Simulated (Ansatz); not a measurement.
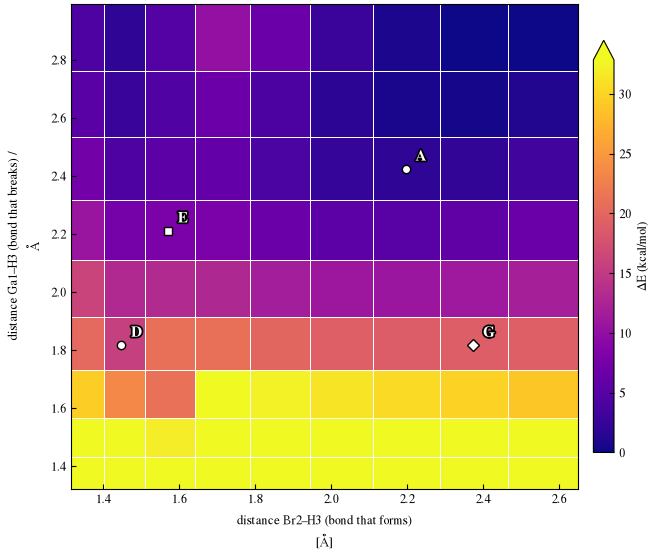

The reacting system BrClGaH (fragments BrClGaH where the first distance is long, ClGa + BrH where the second is long). The first coordinate is: distance Br2–H3 (bond that forms); the second: distance Ga1–H3 (bond that breaks). Relaxed at each point: all other coordinates. The grid has 9 × 9 points. Points are written as (first, second). Energies: kcal/mol, counted from the lowest grid point. Energies and slopes of some neighbouring points disagree (a jump in structure or state, or too coarse a mesh). The reference is spin-restricted, so regions where a bond is pulled apart into radicals lie too high. Theory: Ansatz, RKS B3LYP-D4/def2-SVP.

In the figure: one coloured cell a grid point, one colour for all values above the top of the scale, lettered points.

Q: Is A the lowest point of the computed grid?

A: No. A lies 1.9 kcal/mol above the lowest grid point, which is at (2.375 Å, 2.877 Å).

Q: Rank the lettered points by energy, lowest first.

A: A (1.9 kcal/mol), E (7.9 kcal/mol), D (15.5 kcal/mol), G (19.1 kcal/mol).
